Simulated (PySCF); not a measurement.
## C4H4F3NO: a changed input and its effect

System: C4H4F3NO, SMILES CO[C@@H](C#N)C(F)(F)F.
Method of the first run: GIAO PBE0/pcSseg-1 NMR shielding, non-relativistic, gas phase (PySCF 2.14.0).

The geometry comes from this level: GFN2-xTB, MD frame at 425 fs, 300 K. Text and figures count atoms from 1; the logs count them from 0 in places.

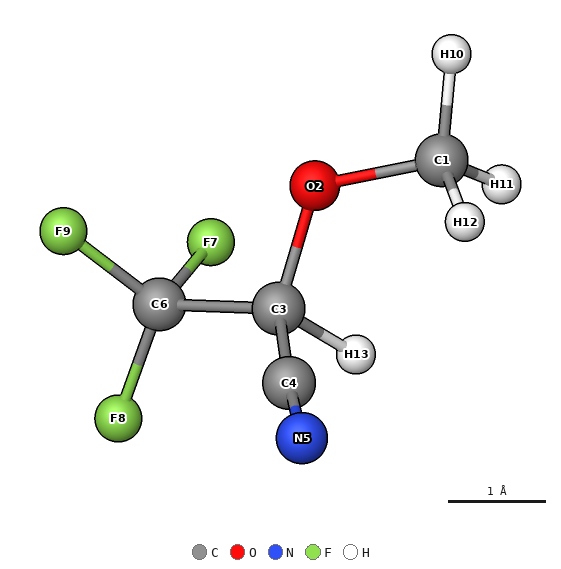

Figure 1. The input geometry (ball-and-stick view, seen at a tilt; atoms are numbered from 1 in the order of the input).

Input, the first run:
```
{"job": {"kind": "nmr", "xc": "PBE0", "basis": "pcSseg-1", "pop": false}, "charge": 0, "multiplicity": 1}
C     -1.804600     0.896400     1.373700
O     -0.541600     0.226200     1.343300
C     -0.158900    -0.407800     0.212800
C     -0.116000     0.483300    -0.880500
N     -0.122800     1.265600    -1.730800
C      0.969600    -1.383700     0.599000
F      0.301000    -2.156700     1.504800
F      1.366100    -2.282300    -0.351000
F      1.995500    -0.797600     1.240100
H     -1.904900     1.496600     2.339600
H     -2.506300     0.128400     1.335200
H     -1.938500     1.484300     0.510900
H     -1.020300    -1.108900    -0.089600
```

The first line tells a small driver script what to run in PySCF; the rest is the geometry in Å.

Command:
```bash
OMP_NUM_THREADS=1 python <driver script> task.json out
```

Hardware: 1 CPU thread, shared host.

Output (the first run):
```
coarse grid: 12232 points
cycle   1  E = -583.3117943830  dE =  1.543e+00  |g| = 1.096e+00  |ddm| = 3.265e+00
cycle   2  E = -582.8541067919  dE =  4.577e-01  |g| = 1.965e+00  |ddm| = 1.992e+00
cycle   3  E = -583.5140149448  dE = -6.599e-01  |g| = 2.851e-01  |ddm| = 1.413e+00
cycle   4  E = -583.5274480328  dE = -1.343e-02  |g| = 1.311e-01  |ddm| = 2.494e-01
cycle   5  E = -583.5309902706  dE = -3.542e-03  |g| = 1.541e-02  |ddm| = 9.735e-02
cycle   6  E = -583.5310334043  dE = -4.313e-05  |g| = 3.920e-03  |ddm| = 1.477e-02
cycle   7  E = -583.5310361563  dE = -2.752e-06  |g| = 1.157e-03  |ddm| = 3.432e-03
final grid: 123336 points
cycle   8  E = -583.6138818543  dE = -4.509e-05  |g| = 1.053e-02  |ddm| = 3.133e-02
cycle   9  E = -583.6138637747  dE =  1.808e-05  |g| = 1.504e-02  |ddm| = 1.540e-02
cycle  10  E = -583.6139013577  dE = -3.758e-05  |g| = 1.094e-03  |ddm| = 9.281e-03
cycle  11  E = -583.6139016005  dE = -2.428e-07  |g| = 3.616e-04  |ddm| = 1.191e-03
cycle  12  E = -583.6139016134  dE = -1.291e-08  |g| = 2.699e-04  |ddm| = 4.038e-04
cycle  13  E = -583.6139016277  dE = -1.429e-08  |g| = 5.572e-05  |ddm| = 1.960e-04
cycle  14  E = -583.6139016283  dE = -5.793e-10  |g| = 1.468e-05  |ddm| = 4.127e-05
converged SCF energy = -583.6139016283

GIAO shielding tensors (ppm)
atom      isotropic    diamagn.    paramagn.     s11        s22        s33       span
  0 C      127.655     246.374    -118.719     91.897    104.632    186.436     94.539
  1 O      322.296     395.702     -73.405    278.978    310.645    377.266     98.287
  2 C      120.555     243.963    -123.408    102.723    108.085    150.857     48.134
  3 C       68.974     262.663    -193.689    -48.384    -40.911    296.217    344.601
  4 N      -58.072     339.265    -397.336   -246.305   -192.546    264.636    510.942
  5 C       49.781     240.231    -190.450     41.916     51.606     55.821     13.905
  6 F      219.343     472.211    -252.868    128.911    195.943    333.174    204.263
  7 F      240.976     471.028    -230.052    149.987    226.625    346.316    196.329
  8 F      257.253     471.604    -214.351    178.763    260.027    332.968    154.205
  9 H       26.531      26.360       0.171     22.511     24.219     32.864     10.353
 10 H       29.534      30.209      -0.676     25.223     27.234     36.144     10.922
 11 H       28.687      30.785      -2.098     24.898     27.383     33.779      8.881
 12 H       26.548      28.701      -2.153     23.640     26.413     29.591      5.952
```

For the second run the input was changed thus:
```diff
-C     -1.804600     0.896400     1.373700
-O     -0.541600     0.226200     1.343300
-C     -0.158900    -0.407800     0.212800
-C     -0.116000     0.483300    -0.880500
-N     -0.122800     1.265600    -1.730800
-C      0.969600    -1.383700     0.599000
-F      0.301000    -2.156700     1.504800
-F      1.366100    -2.282300    -0.351000
-F      1.995500    -0.797600     1.240100
-H     -1.904900     1.496600     2.339600
-H     -2.506300     0.128400     1.335200
-H     -1.938500     1.484300     0.510900
-H     -1.020300    -1.108900    -0.089600
+C     -2.058200     0.684600     0.596200
+O     -0.822700     0.328900     1.048000
+C     -0.119100    -0.271800     0.051000
+C      0.414500     0.659100    -0.965500
+N      0.869600     1.340800    -1.736100
+C      1.191200    -0.877600     0.635100
+F      1.131100    -1.688700     1.650100
+F      1.746900    -1.516000    -0.382300
+F      2.103600     0.046100     0.909300
+H     -2.601600     1.287300     1.346100
+H     -2.796600    -0.143100     0.612400
+H     -2.159100     1.198400    -0.379800
+H     -0.728900    -1.083800    -0.395100
```

Predict how the results change.

With the same method and basis, the second run lies 4.4 kcal/mol lower. The HOMO goes from −8.74 to −9.03 eV. The LUMO goes from −0.41 to −0.17 eV. The dipole moment goes from 2.79 to 4.28 D. Of all shieldings, the largest change is that of F7, by +56.9 ppm. The number of SCF iterations is the same.

Output (the second run):
```
coarse grid: 12232 points
cycle   1  E = -583.3340115816  dE =  1.753e+00  |g| = 1.077e+00  |ddm| = 3.268e+00
cycle   2  E = -582.9334866199  dE =  4.005e-01  |g| = 1.857e+00  |ddm| = 1.783e+00
cycle   3  E = -583.5230146355  dE = -5.895e-01  |g| = 2.873e-01  |ddm| = 1.276e+00
cycle   4  E = -583.5378680838  dE = -1.485e-02  |g| = 1.036e-01  |ddm| = 2.251e-01
cycle   5  E = -583.5399955372  dE = -2.127e-03  |g| = 1.519e-02  |ddm| = 7.578e-02
cycle   6  E = -583.5400355172  dE = -3.998e-05  |g| = 4.799e-03  |ddm| = 1.422e-02
cycle   7  E = -583.5400391555  dE = -3.638e-06  |g| = 1.338e-03  |ddm| = 3.673e-03
final grid: 123336 points
cycle   8  E = -583.6209091013  dE = -3.784e-05  |g| = 9.889e-03  |ddm| = 2.491e-02
cycle   9  E = -583.6208942159  dE =  1.489e-05  |g| = 1.379e-02  |ddm| = 1.405e-02
cycle  10  E = -583.6209259870  dE = -3.177e-05  |g| = 9.491e-04  |ddm| = 8.689e-03
cycle  11  E = -583.6209261699  dE = -1.829e-07  |g| = 2.409e-04  |ddm| = 9.473e-04
cycle  12  E = -583.6209261746  dE = -4.695e-09  |g| = 1.831e-04  |ddm| = 2.422e-04
cycle  13  E = -583.6209261812  dE = -6.517e-09  |g| = 5.110e-05  |ddm| = 1.348e-04
cycle  14  E = -583.6209261817  dE = -5.057e-10  |g| = 7.974e-06  |ddm| = 3.761e-05
converged SCF energy = -583.6209261817

GIAO shielding tensors (ppm)
atom      isotropic    diamagn.    paramagn.     s11        s22        s33       span
  0 C      134.153     239.184    -105.031    101.911    108.041    192.506     90.595
  1 O      327.472     393.027     -65.555    296.048    325.520    360.849     64.801
  2 C      110.341     244.418    -134.076     87.821     96.344    146.859     59.038
  3 C       71.455     262.854    -191.399    -39.872    -36.416    290.654    330.526
  4 N      -41.474     339.644    -381.118   -223.400   -197.945    296.924    520.324
  5 C       61.038     238.897    -177.860     55.316     57.623     70.174     14.858
  6 F      276.237     469.110    -192.873    211.445    278.420    338.846    127.401
  7 F      249.519     472.908    -223.390    173.835    247.334    327.387    153.552
  8 F      255.419     472.438    -217.020    178.274    247.279    340.703    162.429
  9 H       27.490      26.004       1.486     23.366     24.758     34.345     10.979
 10 H       28.059      27.372       0.687     23.985     25.225     34.966     10.981
 11 H       28.094      27.153       0.941     24.021     25.715     34.545     10.524
 12 H       27.306      29.041      -1.736     24.925     26.904     30.088      5.163
```

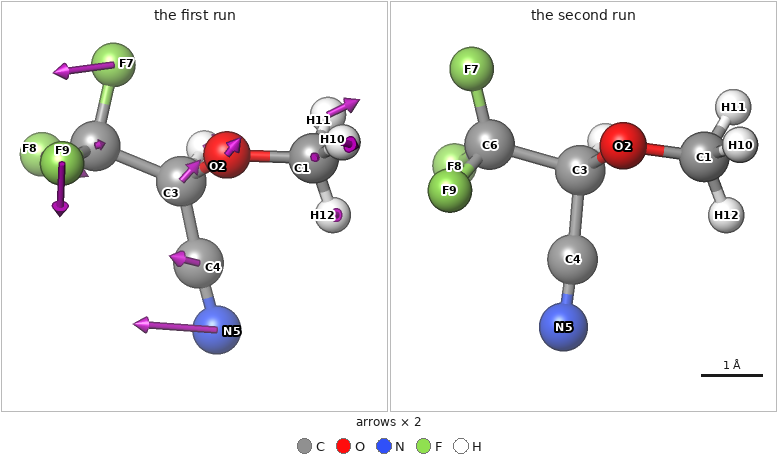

Figure 2. The two input geometries at one scale (ball-and-stick view, seen at a tilt). The pink arrows on the first give the shifts of the atoms after the best rigid fit, magnified 2 times. The largest move after the best rigid fit is that of the N atom, 0.74 Å. By element the largest moves are N 0.74 Å, F 0.56 Å, H 0.31 Å, C 0.30 Å, O 0.20 Å. Among the contacts that change: C–H 1.041 → 1.109 Å, C–O 1.430 → 1.363 Å, C–C 1.411 → 1.478 Å, C–F 1.366 → 1.301 Å.

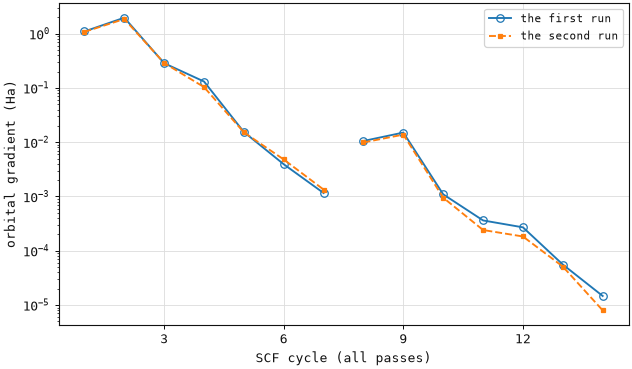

Figure 3. Convergence of the two runs: orbital gradient against the SCF cycle. A break in a curve parts two SCF passes (coarse and final grid). The first run takes 14 cycles in all, and the second run takes 14.

The two runs side by side:

```tsv
quantity	the first run	the second run
outcome	converged	converged
total energy (hartree)	−583.613902	−583.620926
HOMO (eV)	−8.74	−9.03
LUMO (eV)	−0.41	−0.17
dipole moment (D)	2.79	4.28
shielding of C1 (ppm)	127.7	134.2
shielding of O2 (ppm)	322.3	327.5
shielding of C3 (ppm)	120.6	110.3
shielding of N5 (ppm)	−58.1	−41.5
shielding of C6 (ppm)	49.8	61.0
shielding of F7 (ppm)	219.3	276.2
shielding of F8 (ppm)	241.0	249.5
SCF iterations	14	14
basis functions	173	173
wall time (shared host)	52 s	54 s
```
